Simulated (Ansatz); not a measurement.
A series of calculations on BH4SCl

**1. Relaxation**

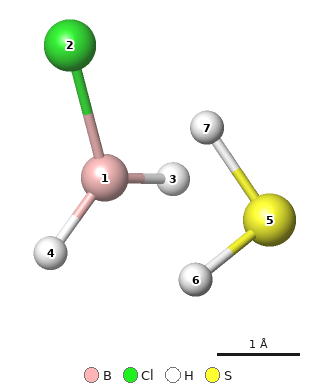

This is the input geometry for a relaxation of BH4SCl. Style: ball-and-stick. Shown from a free direction.

The run prepares an end point of a later path (reaction) calculation, from a guessed geometry.

Computed with Ansatz 0.2.0, RKS PBE0/def2-SVP.

The input:
```yaml
crystal:
  periodic: [false, false, false]
  atoms:
    - { symbol: B, position_ang: [0.034315, 0.287147, 0.055555] }
    - { symbol: Cl, position_ang: [-0.138827, 0.606776, 1.843283] }
    - { symbol: H, position_ang: [1.135101, 0.391059, -0.406646] }
    - { symbol: H, position_ang: [-0.983709, 0.09967, -0.557301] }
    - { symbol: S, position_ang: [0.347158, -2.741615, 0.543208] }
    - { symbol: H, position_ang: [-0.958848, -2.937266, 0.259809] }
    - { symbol: H, position_ang: [0.04701, -1.954671, 1.635492] }
basis:
  gaussian: { orbitals: def2-SVP }
hamiltonian:
  xc: pbe0
relax:
  f_tol: 0.03
  max_steps: 50
```

Launched with:
```bash
ansatz run input.yaml --threads 1 --pin off --max-ram 2048MiB --backend cpu --events-out ev --progress --plain --runs-dir out
```

> Predict the outcome.

Over 10 geometry steps the energy falls by 39.1 kJ/mol. Largest force component: 1.2 eV/Å at the start, 0.014 eV/Å at the end. The largest move after the best rigid fit is that of H7, 0.80 Å. By element the largest moves are H 0.80 Å, S 0.73 Å, Cl 0.49 Å, B 0.39 Å. Among the contacts that change: B1–S5 3.084 → 2.041 Å, Cl2–S5 3.625 → 3.118 Å, S5–H7 1.379 → 1.354 Å, B1–H3 1.198 → 1.213 Å. New bonds form, among them: B1–S5 (3.08 → 2.04 Å). Bond angles that change, for instance: H3–B1–H4 126.5° → 116.3°. Cost: 8.9 s on 1 thread of AMD EPYC 9R45 96-Core Processor (Zen 5), with other jobs on the host, peak memory 0.16 GiB.

The structure at the end:

```xyz
7

B    -0.0051   -0.0966    0.1262
Cl   -0.6096    0.5009    1.7416
H     1.1560    0.1575   -0.1162
H    -0.7865    0.0268   -0.7933
S     0.0988   -2.1325    0.2295
H    -1.1089   -2.4149    0.7728
H     0.7375   -2.2902    1.4129
```

The end point in the same view:

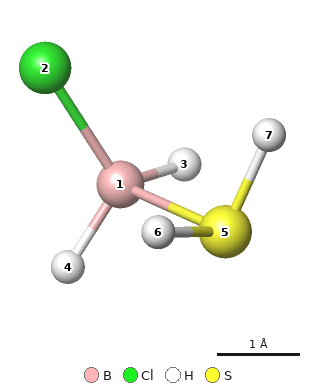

Limits of the set-up: the start holds two separate molecules, 2.6 Å apart at their closest, whose relative position is a soft coordinate and is computed without a dispersion correction.

**2. Relaxation**

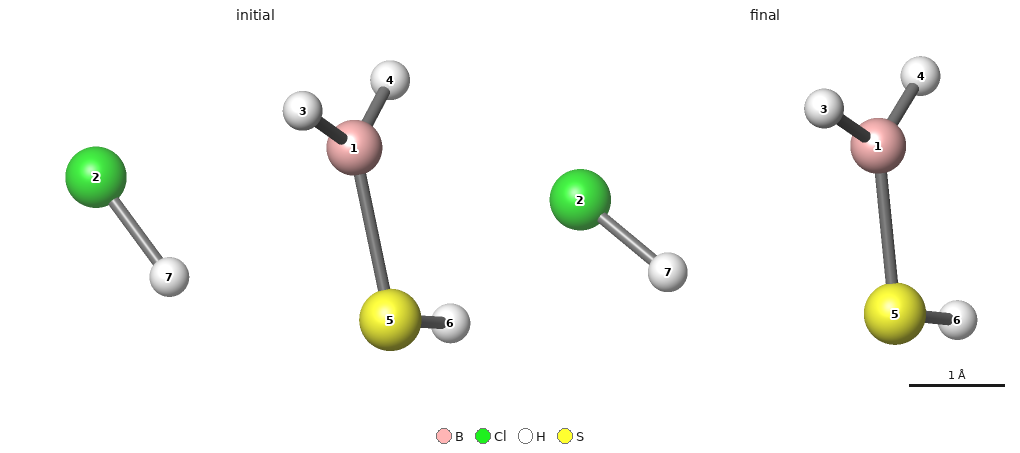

The structure of BH4SCl before (left) and after (right) a relaxation, at one scale.

Style: ball-and-stick. Shown at a tilt.

The run prepares an end point of a later path (reaction) calculation, from a guessed geometry.

Level of theory: RKS PBE0/def2-SVP in Ansatz 0.2.0. Set-up: no spin polarisation; force threshold 0.03 eV/Å; at most 50 steps.

> Describe what moved and what it gained.

The largest move after the best rigid fit is that of Cl2, 0.41 Å. Largest moves by element: Cl 0.41 Å, H 0.25 Å, B 0.16 Å, S 0.09 Å. Among the contacts that change: B1–S5 1.852 → 1.780 Å, Cl2–H7 1.331 → 1.292 Å. Over 9 accepted moves (11 points after the start) the energy falls by 0.085 eV. The largest force component goes from 1.1 to 0.024 eV/Å. The line search rejected the trial steps at points 3, 9 of the run. The run took 9.4 s on 1 thread of AMD EPYC 9R45 96-Core Processor (Zen 5), with other jobs on the host, peak memory 0.16 GiB.

Limits of the set-up: the start holds two separate molecules, 2.6 Å apart at their closest, whose relative position is a soft coordinate and is computed without a dispersion correction.

**3. Path**

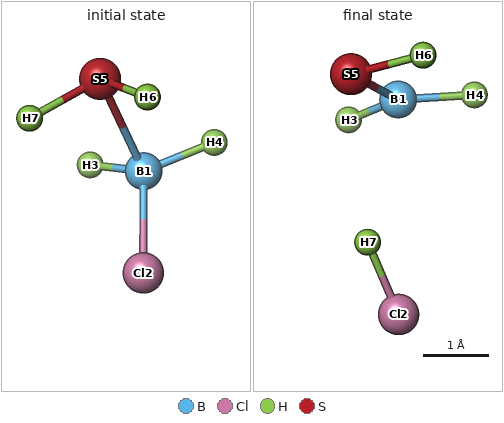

The two relaxed end points of a path for BH4SCl. Style: ball-and-stick. Shown from a free direction.

All numbers below come from RKS PBE0/def2-SVP (Ansatz).

Run with 7 movable images; climbing image; force threshold 0.03 eV/Å; iteration limit 60.

Start:
```xyz
7

B     0.0200   -0.1054    0.1125
Cl   -0.6175    0.5361    1.6981
H     1.1920    0.1220   -0.1022
H    -0.7330    0.0137   -0.8309
S     0.0819   -2.1404    0.2591
H    -1.1456   -2.3891    0.7738
H     0.6844   -2.2858    1.4629
```

End:
```xyz
7

B     0.1426   -0.5771   -0.5119
Cl   -0.1428    0.1560    2.9787
H     1.2007   -0.0068   -0.5558
H    -0.8964   -0.0646   -0.8317
S     0.2068   -2.2690    0.0380
H    -1.1103   -2.5722   -0.0354
H     0.0816   -0.9152    2.2915
```

Q: What barrier does the band find between them, and by what path?

A: The highest point, image 5, lies 18.1 kcal/mol above the start and 10.0 kcal/mol above the end; the end is at +8.1 kcal/mol relative to the start. Breaking: B1–Cl2 (1.83 → 2.13 at the top → 3.58 Å), S5–H7 (1.35 → 1.76 at the top → 2.63 Å). Forming: Cl2–H7 (3.12 → 1.47 at the top → 1.29 Å). The band is converged. At the top, the vibrational analysis gives one imaginary mode (607i cm⁻¹), as a transition state must have.

Energies of the converged images:

```
image  path (Å)  E (kcal/mol)
    0      0.00           0.0
    1      0.37           0.4
    2      0.74           1.6
    3      1.11           4.4
    4      1.49          11.4
    5      1.86          18.1
    6      2.35          12.2
    7      2.85           8.6
    8      3.34           8.1
```

The geometry at the top of the path:

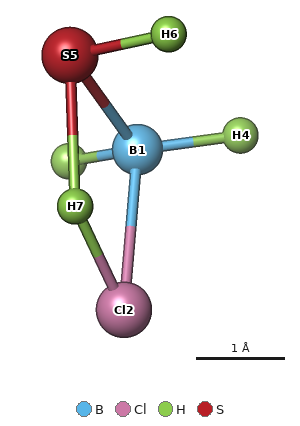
